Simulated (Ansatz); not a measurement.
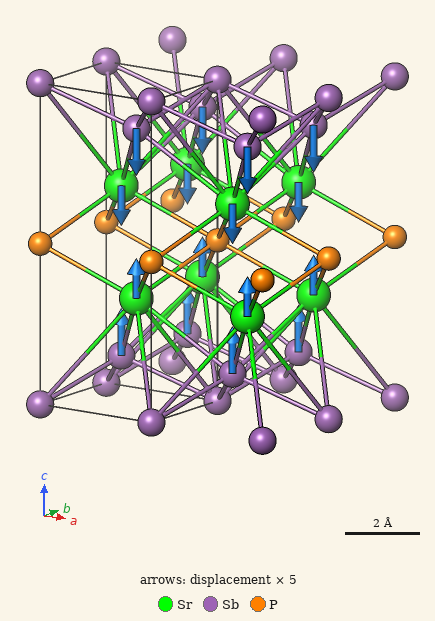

This is a relaxation of solid Sr2Sb3P (built on the Ca2H3Br-164 type type). The starting structure is drawn; blue arrows show the displacements (the part carried along by the change of the cell is left out), 5 times their true length.

The picture is a ball-and-stick view of the cell of the calculation, repeated 2 × 2 × 1 with one cell outlined, seen slightly off an axis.

These are results of DFT, r2SCAN+rVV10, plane waves, PAW in Ansatz 0.2.0, not measurements. Set-up: plane-wave cutoff 500 eV; k-point mesh 6 × 6 × 4; occupations fermi dirac; smearing width 0.03 eV; no spin polarisation; cell and atoms relaxed; force threshold 0.01 eV/Å; at most 120 steps.

**Describe the change and its energy.**

After 16 accepted moves (18 points after the start) the energy has fallen by 140 meV per atom. Largest force component: 0.015 eV/Å at the start, 0.0016 eV/Å at the end. The pressure goes from 1.04 to 0.00 GPa. The SCF was repeated twice at an unchanged geometry on a basis and grid sized afresh for the cell, which shifted the energy by 10.3 meV per atom at most. The largest moves relative to the cell, 0.26 Å, are those of Sb atoms. Largest moves by element: Sb 0.26 Å, Sr 0.22 Å. P stays in place. Cell: a = b 4.865 → 4.257 Å (−12.5 %), c 8.794 → 12.086 Å (+37.4 %). Volume +5.2 %. Among the contacts that change: Sb–Sr 4.146 → 6.181 Å, Sb–Sr 4.137 → 5.036 Å, Sb–Sr 3.407 → 3.585 Å, P–Sr 3.121 → 2.959 Å. Among the angles between lasting bonds that change: Sr–Sb–Sb 79.9° → 98.7°, Sb–Sb–Sb 72.7° → 91.0°, Sb–Sb–Sb 107.3° → 89.0°. The space group stays P-3m1 (No. 164).
